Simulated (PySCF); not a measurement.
**C5H11BSi: saddle-point search (part 1 of 2)**

The run: saddle-point search of C5H11BSi. Method and program: B3LYP-D3(BJ)/def2-SVP saddle search from the GFN2-xTB point and Hessian, gas phase (PySCF 2.14.0).

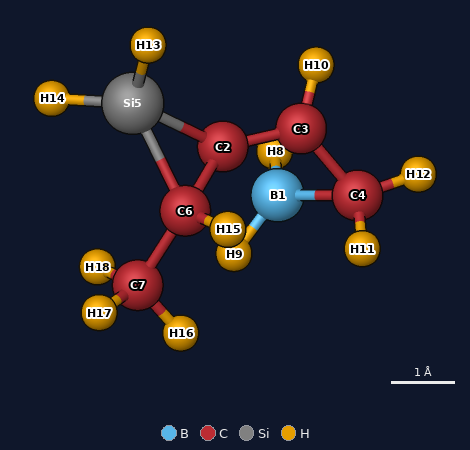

Fig. 1: The starting structure (ball-and-stick view, seen at a tilt; atoms are numbered from 1 in the order of the input). Bond lengths as drawn: B–C 1.61 Å, B–H 1.17 to 1.18 Å, C–C 1.36 to 1.51 Å, C–H 1.08 to 1.09 Å, C–Si 1.85 to 1.91 Å and H–Si 1.45 Å.

Input file
```
{"job": {"xc": "B3LYP", "basis": "def2-SVP", "kind": "refine"}, "charge": 0, "multiplicity": 1}
B      1.408102    -1.278758     0.073870
C      0.238092     0.485775    -0.495240
C      1.530297     0.522865    -0.080871
C      1.948579    -0.191591     1.130212
Si    -0.991059     1.321935    -1.602325
C     -1.104726     0.630901     0.177842
C     -1.978169    -0.572685     0.450562
H      2.112213    -1.732175    -0.750545
H      0.434419    -1.855386     0.358879
H      2.298623     0.839545    -0.777149
H      1.325394    -0.040196     2.002646
H      3.000608    -0.098295     1.365988
H     -0.881642     2.753381    -1.832226
H     -1.663688     0.547384    -2.629054
H     -1.074354     1.295340     1.040691
H     -1.627272    -1.113270     1.329493
H     -3.005536    -0.259379     0.632939
H     -1.969883    -1.255391    -0.395713
```

The first line tells a small driver script what to run in PySCF; the rest is the geometry in Å.

Launched with:
```bash
OMP_NUM_THREADS=1 python <driver script> task.json out
```

What the program printed
```
step      E/eV     max force
  0    -13910.25520   1.0762
  1    -13910.34465   0.4299
  2    -13910.35457   0.1994
  3    -13910.34898   0.2443
  4    -13910.33813   0.2372
  5    -13910.34115   0.4034
  6    -13910.34608   0.1546
  7    -13910.34727   0.1746
  8    -13910.34785   0.1705
  9    -13910.34719   0.1327
 10    -13910.34857   0.0833
 11    -13910.34884   0.0497
 12    -13910.34838   0.1059
 13    -13910.34849   0.1231
 14    -13910.34898   0.0318
 15    -13910.34865   0.0784
 16    -13910.34902   0.0188
 17    -13910.34903   0.0067
```

Trajectory as extended XYZ (Å, eV, eV/Å), 18 frames, from step=0 to step=17
```
18
Properties=species:S:1:pos:R:3:forces:R:3 step=0 energy=-13910.25520
B     1.4081   -1.2788    0.0739    0.4140   0.2220   0.3000
C     0.2381    0.4858   -0.4952   -0.4930   0.4220  -0.5270
C     1.5303    0.5229   -0.0809    0.1470   0.2050   0.4020
C     1.9486   -0.1916    1.1302   -0.0530   0.2210  -0.0500
Si   -0.9911    1.3219   -1.6023    0.3680  -0.4350   0.9130
C    -1.1047    0.6309    0.1778    0.1120  -0.2400  -0.2000
C    -1.9782   -0.5727    0.4506    0.0210   0.2190  -0.1310
H     2.1122   -1.7322   -0.7505    0.4290  -0.2310  -0.5790
H     0.4344   -1.8554    0.3589   -0.8190  -0.3170   0.2340
H     2.2986    0.8395   -0.7771    0.2420  -0.0030  -0.3220
H     1.3254   -0.0402    2.0026   -0.3870  -0.0690   0.3350
H     3.0006   -0.0983    1.3660    0.4780  -0.1010  -0.0480
H    -0.8816    2.7534   -1.8322    0.0730   0.5400  -0.1710
H    -1.6637    0.5474   -2.6291   -0.2890  -0.2790  -0.4230
H    -1.0744    1.2953    1.0407    0.0460   0.4160   0.2000
H    -1.6273   -1.1133    1.3295    0.1630  -0.2650   0.2900
H    -3.0055   -0.2594    0.6329   -0.4030   0.0720   0.0620
H    -1.9699   -1.2554   -0.3957   -0.0470  -0.3770  -0.2860
18
Properties=species:S:1:pos:R:3:forces:R:3 step=1 energy=-13910.34465
B     1.3892   -1.2522    0.0459    0.1800   0.0480   0.0550
C     0.2517    0.5252   -0.4747   -0.2750   0.1880  -0.2620
C     1.5439    0.5619   -0.0363    0.0510   0.0130   0.0990
C     1.9574   -0.2029    1.1444    0.0280   0.0990   0.0820
Si   -0.9848    1.3020   -1.6013    0.1880  -0.1460   0.3580
C    -1.1107    0.6361    0.1812    0.0470   0.0400   0.0010
C    -1.9734   -0.5777    0.4684   -0.0050   0.0360  -0.0450
H     2.0736   -1.6879   -0.8314    0.1510  -0.0660  -0.1590
H     0.3864   -1.8194    0.3377   -0.2720  -0.0910   0.0880
H     2.3189    0.8734   -0.7394    0.0740  -0.0180  -0.1020
H     1.3298   -0.1046    2.0325   -0.1300  -0.0480   0.0720
H     3.0242   -0.1585    1.3686    0.1260  -0.0430  -0.0420
H    -0.8757    2.7392   -1.9100   -0.0070   0.1760  -0.0300
H    -1.6321    0.4897   -2.6430   -0.0740  -0.1180  -0.1430
H    -1.1090    1.3473    1.0192    0.0070   0.1100   0.0070
H    -1.6060   -1.1200    1.3503    0.0600  -0.0860   0.0860
H    -3.0094   -0.2732    0.6624   -0.1370   0.0280   0.0210
H    -1.9741   -1.2783   -0.3746   -0.0100  -0.1240  -0.0870
18
Properties=species:S:1:pos:R:3:forces:R:3 step=2 energy=-13910.35457
B     1.3806   -1.2391    0.0222    0.0810   0.0380   0.0580
C     0.2533    0.5547   -0.4547   -0.1060   0.1320  -0.0920
C     1.5471    0.5721   -0.0113    0.0450   0.0020   0.0990
C     1.9676   -0.2197    1.1506   -0.0480   0.0400  -0.0090
Si   -0.9769    1.2928   -1.6046    0.0570  -0.1300   0.1400
C    -1.1224    0.6525    0.1832    0.0230  -0.0450  -0.0370
C    -1.9734   -0.5714    0.4808    0.0050   0.0400  -0.0010
H     2.0513   -1.6623   -0.8780    0.0820  -0.0360  -0.0550
H     0.3673   -1.7951    0.3230   -0.1150  -0.0610   0.0310
H     2.3231    0.8872   -0.7146    0.0340  -0.0190  -0.0540
H     1.3426   -0.1571    2.0472   -0.0450  -0.0200  -0.0130
H     3.0399   -0.1971    1.3608    0.0430  -0.0090  -0.0300
H    -0.9183    2.7340   -1.9330   -0.0010   0.0720  -0.0260
H    -1.5569    0.4252   -2.6566   -0.0240   0.0280  -0.0060
H    -1.1421    1.3878    1.0023    0.0010   0.0420  -0.0200
H    -1.5959   -1.1104    1.3632    0.0270  -0.0330   0.0470
H    -3.0135   -0.2750    0.6787   -0.0610   0.0110   0.0090
H    -1.9736   -1.2792   -0.3592    0.0030  -0.0510  -0.0420
18
Properties=species:S:1:pos:R:3:forces:R:3 step=3 energy=-13910.34898
B     1.3480   -1.1938   -0.0433    0.1030   0.1410   0.0480
C     0.2687    0.5592   -0.4454   -0.0450   0.0710  -0.0650
C     1.5601    0.5990    0.0244   -0.0860  -0.2110   0.0880
C     1.9525   -0.2367    1.1579    0.0060   0.0210   0.0130
Si   -0.9573    1.2582   -1.6175    0.0140   0.0530   0.0690
C    -1.1205    0.6510    0.1751   -0.0200   0.0320   0.0630
C    -1.9616   -0.5699    0.5184    0.0400   0.0160  -0.0410
H     2.0262   -1.5981   -0.9504    0.0310  -0.0160   0.0030
H     0.3440   -1.7695    0.2633   -0.0290  -0.0260   0.0160
H     2.3447    0.9282   -0.6643    0.0210  -0.0230  -0.0140
H     1.3088   -0.2273    2.0464    0.0190   0.0070  -0.0950
H     3.0237   -0.2520    1.3828   -0.0260   0.0000  -0.0190
H    -0.9223    2.7003   -1.9650   -0.0100   0.0080   0.0050
H    -1.5165    0.3836   -2.6715   -0.0080  -0.0340  -0.0340
H    -1.1560    1.4271    0.9603    0.0010  -0.0740  -0.0720
H    -1.5840   -1.0714    1.4255   -0.0020   0.0050  -0.0070
H    -3.0069   -0.2746    0.6978   -0.0120  -0.0020   0.0110
H    -1.9516   -1.3132   -0.2945    0.0020   0.0330   0.0330
18
Properties=species:S:1:pos:R:3:forces:R:3 step=4 energy=-13910.33813
B     1.3249   -1.1533   -0.0324   -0.0420   0.0390  -0.1520
C     0.2673    0.4875   -0.4475    0.0950   0.0920   0.0220
C     1.5648    0.6073    0.0209   -0.1330  -0.1960  -0.0120
C     1.9849   -0.1917    1.1560    0.1170   0.0710   0.1840
Si   -0.9406    1.2393   -1.6019   -0.0070   0.0180   0.0460
C    -1.1104    0.6201    0.1879   -0.0730   0.0340  -0.0250
C    -1.9924   -0.5809    0.4851    0.0310   0.0110  -0.0090
H     1.9756   -1.5959   -0.9445    0.0260  -0.0290   0.0740
H     0.3480   -1.7369    0.3578    0.1030   0.0020  -0.0030
H     2.3320    0.9351   -0.6886    0.0100  -0.0340  -0.0070
H     1.3622   -0.1758    2.0580    0.0060  -0.0380  -0.0780
H     3.0631   -0.2168    1.3532   -0.0990   0.0070  -0.0300
H    -0.8447    2.6798   -1.9372    0.0010   0.0330  -0.0050
H    -1.5432    0.3958   -2.6561   -0.0410  -0.0280  -0.0410
H    -1.1246    1.3669    0.9944   -0.0050   0.0590   0.0190
H    -1.6265   -1.1367    1.3637    0.0170  -0.0110   0.0320
H    -3.0250   -0.2574    0.6895   -0.0020  -0.0050  -0.0060
H    -2.0154   -1.2864   -0.3584   -0.0040  -0.0250  -0.0100
18
Properties=species:S:1:pos:R:3:forces:R:3 step=5 energy=-13910.34115
B     1.3121   -1.1022   -0.0678   -0.3360  -0.2180  -0.0480
C     0.2607    0.4405   -0.4369    0.1120  -0.0410   0.0120
C     1.5627    0.6058    0.0328   -0.0120   0.0630   0.0040
C     2.0047   -0.1646    1.1648   -0.1500   0.1520   0.2080
Si   -0.9280    1.2126   -1.5991    0.0290   0.0920   0.0670
C    -1.1172    0.6135    0.1969   -0.0030   0.0270  -0.0200
C    -2.0133   -0.5823    0.4750    0.0090  -0.0130   0.0130
H     1.9619   -1.5720   -0.9637    0.0300  -0.0220   0.0130
H     0.3826   -1.7197    0.4007    0.2270   0.0670  -0.0560
H     2.3199    0.9354   -0.6876   -0.0020  -0.0250   0.0260
H     1.3795   -0.1908    2.0677    0.0780  -0.0390  -0.1720
H     3.0808   -0.1893    1.3492    0.0300  -0.0220  -0.0130
H    -0.7506    2.6471   -1.9459   -0.0540  -0.0380   0.0060
H    -1.5872    0.3924   -2.6399    0.0020  -0.0150  -0.0330
H    -1.1261    1.3598    1.0060    0.0000  -0.0010  -0.0240
H    -1.6394   -1.1731    1.3303   -0.0100   0.0390  -0.0190
H    -3.0380   -0.2487    0.7072    0.0330  -0.0260  -0.0080
H    -2.0653   -1.2644   -0.3895    0.0160   0.0190   0.0440
18
Properties=species:S:1:pos:R:3:forces:R:3 step=6 energy=-13910.34608
B     1.3187   -1.1286   -0.0632   -0.0930   0.0150  -0.0860
C     0.2657    0.4699   -0.4489    0.0790   0.0010   0.0030
C     1.5625    0.6039    0.0280   -0.0580  -0.0610   0.0030
C     1.9788   -0.1828    1.1637    0.0110   0.0780   0.1330
Si   -0.9368    1.2284   -1.6046   -0.0010   0.0070   0.0240
C    -1.1122    0.6223    0.1880   -0.0280   0.0090  -0.0150
C    -1.9937   -0.5775    0.4910    0.0040   0.0090   0.0000
H     1.9859   -1.5774   -0.9572    0.0240  -0.0240   0.0070
H     0.3720   -1.7396    0.3536    0.0540  -0.0010   0.0100
H     2.3330    0.9310   -0.6783    0.0070  -0.0140   0.0010
H     1.3403   -0.1970    2.0535    0.0160  -0.0300  -0.0670
H     3.0526   -0.2092    1.3684   -0.0130  -0.0130  -0.0090
H    -0.8133    2.6654   -1.9492   -0.0160   0.0230   0.0000
H    -1.5610    0.3895   -2.6523   -0.0160  -0.0100  -0.0240
H    -1.1211    1.3747    0.9901    0.0000   0.0300   0.0090
H    -1.6122   -1.1438    1.3572    0.0070   0.0030   0.0170
H    -3.0219   -0.2534    0.7188    0.0140  -0.0060  -0.0100
H    -2.0373   -1.2757   -0.3586    0.0070  -0.0150   0.0040
18
Properties=species:S:1:pos:R:3:forces:R:3 step=7 energy=-13910.34727
B     1.3325   -1.1382   -0.0743   -0.1190  -0.1050  -0.0100
C     0.2653    0.4980   -0.4527    0.0430  -0.0410   0.0050
C     1.5591    0.5933    0.0296    0.0340   0.1100   0.0040
C     1.9634   -0.2023    1.1669   -0.1310   0.0480   0.1050
Si   -0.9455    1.2355   -1.6138    0.0140   0.0240   0.0260
C    -1.1164    0.6341    0.1802    0.0000  -0.0020  -0.0050
C    -1.9798   -0.5722    0.5096    0.0020   0.0060   0.0020
H     2.0118   -1.5731   -0.9666    0.0090  -0.0110   0.0020
H     0.3708   -1.7493    0.3095    0.0680   0.0160  -0.0160
H     2.3395    0.9230   -0.6653   -0.0110  -0.0140   0.0150
H     1.3072   -0.2251    2.0457    0.0640  -0.0100  -0.1010
H     3.0320   -0.2228    1.3892    0.0440  -0.0170  -0.0080
H    -0.8471    2.6757   -1.9580   -0.0200   0.0010  -0.0010
H    -1.5466    0.3848   -2.6663   -0.0080  -0.0090  -0.0150
H    -1.1312    1.3999    0.9711    0.0000   0.0020  -0.0040
H    -1.5912   -1.1109    1.3905    0.0020   0.0090   0.0020
H    -3.0131   -0.2590    0.7277    0.0030  -0.0030  -0.0040
H    -2.0105   -1.2913   -0.3229    0.0070  -0.0050   0.0020
18
Properties=species:S:1:pos:R:3:forces:R:3 step=8 energy=-13910.34785
B     1.3366   -1.1561   -0.0758    0.0090   0.0560   0.0140
C     0.2712    0.5186   -0.4625    0.0440   0.0540   0.0140
C     1.5600    0.6006    0.0311   -0.0840  -0.1480  -0.0110
C     1.9381   -0.2181    1.1676    0.1440   0.0250  -0.0410
Si   -0.9509    1.2441   -1.6202   -0.0130   0.0110  -0.0090
C    -1.1113    0.6410    0.1725   -0.0200  -0.0110  -0.0050
C    -1.9631   -0.5677    0.5234    0.0100  -0.0120   0.0040
H     2.0356   -1.5710   -0.9629   -0.0010  -0.0050   0.0040
H     0.3623   -1.7682    0.2640    0.0040   0.0120   0.0040
H     2.3519    0.9259   -0.6513    0.0090   0.0110  -0.0040
H     1.2729   -0.2331    2.0337   -0.0410  -0.0100   0.0370
H     3.0067   -0.2474    1.4067   -0.0720   0.0070  -0.0110
H    -0.8898    2.6867   -1.9689   -0.0040  -0.0220   0.0110
H    -1.5403    0.3787   -2.6696    0.0090   0.0090  -0.0010
H    -1.1267    1.4143    0.9562    0.0030   0.0010   0.0060
H    -1.5661   -1.0856    1.4139   -0.0160   0.0100  -0.0230
H    -2.9992   -0.2609    0.7388    0.0140  -0.0030  -0.0060
H    -1.9879   -1.3019   -0.2967    0.0040   0.0140   0.0190
18
Properties=species:S:1:pos:R:3:forces:R:3 step=9 energy=-13910.34719
B     1.3276   -1.1371   -0.1058   -0.0260  -0.0420  -0.0480
C     0.2766    0.5275   -0.4628    0.0010  -0.0390   0.0290
C     1.5620    0.5955    0.0418    0.0430   0.1050   0.0010
C     1.9294   -0.2291    1.1713   -0.1130  -0.0190   0.0670
Si   -0.9481    1.2338   -1.6293   -0.0020  -0.0140  -0.0080
C    -1.1111    0.6433    0.1658   -0.0110  -0.0240  -0.0060
C    -1.9530   -0.5635    0.5449    0.0250   0.0070  -0.0110
H     2.0270   -1.5454   -0.9976   -0.0140  -0.0030   0.0370
H     0.3557   -1.7546    0.2323    0.0360   0.0030   0.0020
H     2.3623    0.9357   -0.6255   -0.0260  -0.0230   0.0110
H     1.2432   -0.2733    2.0255    0.0780   0.0170  -0.0760
H     2.9909   -0.2655    1.4262    0.0250  -0.0070  -0.0100
H    -0.9138    2.6765   -1.9738    0.0040   0.0080  -0.0100
H    -1.5022    0.3575   -2.6908    0.0050   0.0210   0.0270
H    -1.1290    1.4315    0.9349   -0.0120   0.0040  -0.0010
H    -1.5536   -1.0588    1.4464   -0.0010   0.0020  -0.0050
H    -2.9900   -0.2586    0.7548   -0.0110   0.0000  -0.0040
H    -1.9737   -1.3154   -0.2582   -0.0010   0.0050   0.0030
```
